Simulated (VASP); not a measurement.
Band structure of InAs (relaxed from the rock salt structure, space group Fm-3m). Calculation: PBEsol GGA, VASP's PBE PAW potentials (set 64) (plane waves; VASP 6.6.1).

Unless said otherwise, spin-orbit coupling is left out, though it shifts the bands of the heavy elements here.

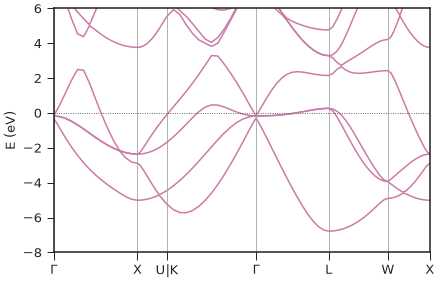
Bands along high-symmetry lines, zero at the valence-band maximum or, without a gap, the Fermi level

### Question
Read the plot: is there a gap, and where are the band edges?

### Answer
It has no gap at this level: it comes out as a metal or semimetal. (Edges off the drawn lines would not show.)

The structure was generated: InAs was put into the rock salt type (Fm-3m), which need not be its known phase. It was relaxed first.
